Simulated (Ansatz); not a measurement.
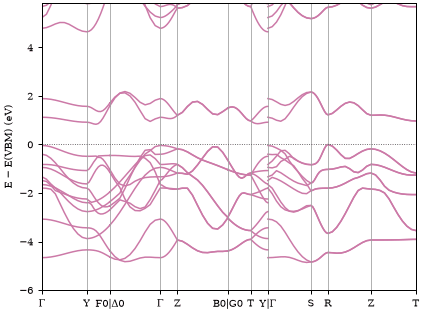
Band structure from PBE+D3(BJ) in the plane-wave PAW code Ansatz

Task: Read off the gap and where the band edges lie.

Result: About 0.8 eV (0.83 eV by a search for the band edges); maximum at R, minimum on the Y–F0 line, 39 % of the way from Y.

The material is I (molecular I2 type, Cmce).

The PBE+D3(BJ) relaxation kept the symmetry of its start. Spin–orbit coupling is left out wherever it is not named.

Potentials: the earlier of the program's two PAW sets.
